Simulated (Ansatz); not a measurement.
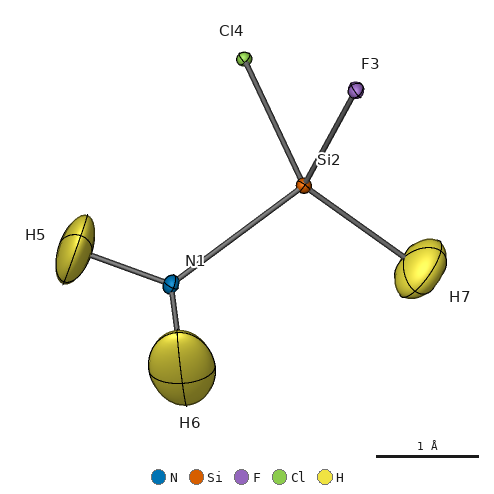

Displacement ellipsoids at the 50 % level, enlarged 1.5 times, from the internal vibrations of the free molecule (harmonic, no overall translation or rotation; no half-axis is drawn under 0.075 Å). Vibrations computed with RKS PBE0-D4/def2-TZVP (Ansatz 0.2.0). Temperature: 0 K (zero-point motion alone).

Give the displacement parameters, one line for each set of equivalent atoms.

```csv
atom,U_eq (Å²),rms amplitudes (Å)
N1,0.0016,"0.024, 0.042, 0.051"
Si2,0.00079,"0.026, 0.027, 0.031"
F3,0.0013,"0.020, 0.035, 0.047"
Cl4,0.00048,"0.010, 0.024, 0.028"
H5,0.0311,"0.071, 0.149, 0.257"
H6,0.0318,"0.080, 0.141, 0.263"
H7,0.0166,"0.089, 0.140, 0.149"
```
